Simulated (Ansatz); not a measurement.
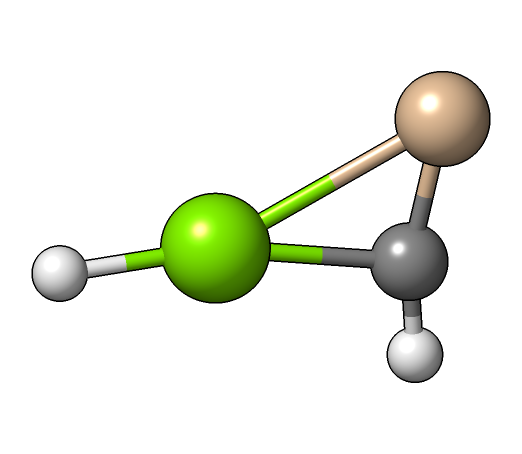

Rendered structure (ball-and-stick style). Every bond is drawn as one stick, whatever its order. Colours: magnesium green, carbon grey, silicon light orange, hydrogen white.

Computed geometry: PBE0-D4/def2-TZVP optimisation. No frequency run is at hand to confirm it as a minimum.

Give the formula.

Answer. CH₂MgSi, 5 atoms: 1 carbon, 2 hydrogen, 1 magnesium and 1 silicon.

What is the point group of this geometry?

Answer. Cs.

How many atoms are distinct by symmetry?

Answer. 5: 1 Mg, 1 C, 1 Si, 1 H, 1 H.

More results for the same structure follow; atom numbers are the same in all pictures, views and colours differ.

**Shape**

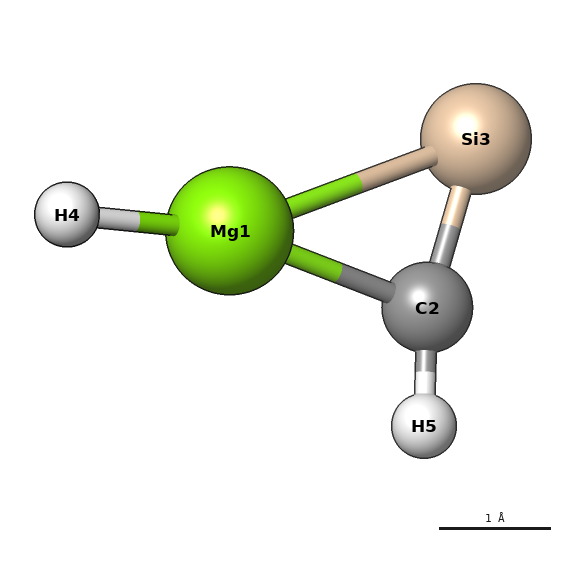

Atoms carry their numbers in the input. No frequency run is at hand to confirm it as a minimum.

What is the geometry at Mg1?

Answer. Mg1 has 3 neighbours (C2 at 2.14, Si3 at 2.76, H4 at 1.70 Å); the arrangement is T-shaped.

What is the geometry at C2?

Answer. C2 has 3 neighbours (Mg1 at 2.14, Si3 at 1.65, H5 at 1.09 Å); the arrangement is T-shaped.

**Dipole moment**

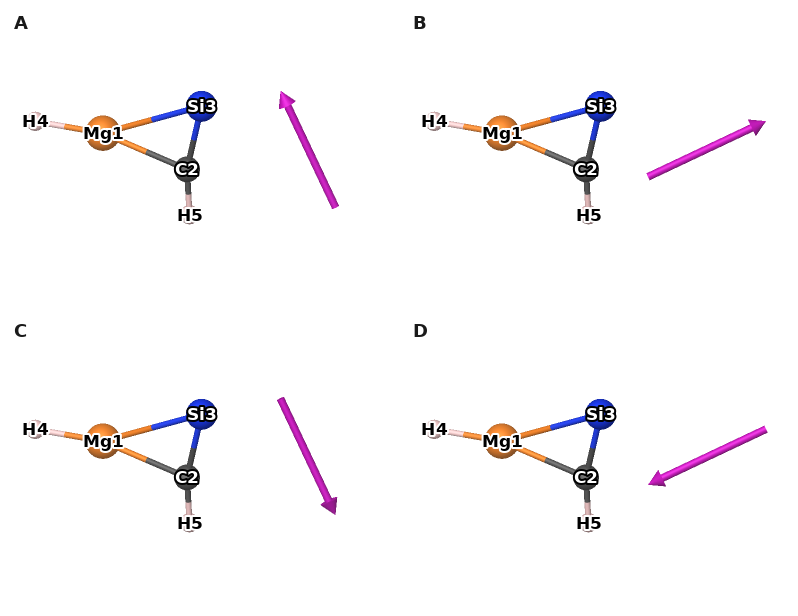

The same molecule four times, each with an arrow. No frequency run is at hand to confirm it as a minimum. Method: RKS PBE0-D4/def2-TZVP (Ansatz 0.2.0).

Which arrow points along the dipole moment, from the negative to the positive end?

Answer. C. The dipole moment is 0.47 D; it points from the side of H4 to the side of H5 (the outermost atoms at the two ends).

**Electronic properties**

No frequency run is at hand to confirm it as a minimum. Method: RKS PBE0-D4/def2-TZVPP (Ansatz 0.2.0).

What does the calculation give?

- HOMO energy (Kohn–Sham orbital): −6.85 eV
- LUMO energy (Kohn–Sham orbital): −2.02 eV
- HOMO–LUMO gap: 4.83 eV

**Charges**

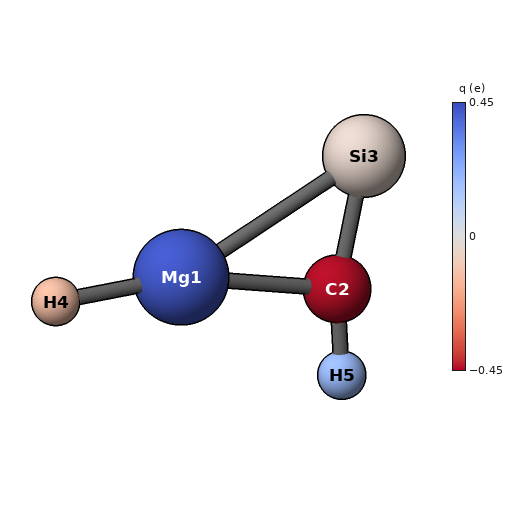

Atoms are coloured by their Mulliken charges. No frequency run is at hand to confirm it as a minimum. Properties computed with RKS PBE0-D4/def2-TZVP (Ansatz 0.2.0).

Which atom carries the highest charge (most positive or least negative)?

Answer. Mg1 (0.42 e).

And the lowest?

Answer. C2 (−0.44 e).

List the Mulliken charges.

| atom | value (e) |
| --- | --- |
| Mg1 | 0.42 |
| C2 | −0.44 |
| Si3 | −0.04 |
| H4 | −0.12 |
| H5 | 0.18 |

Mulliken values depend strongly on the basis set and can even reverse the polarity of a bond.
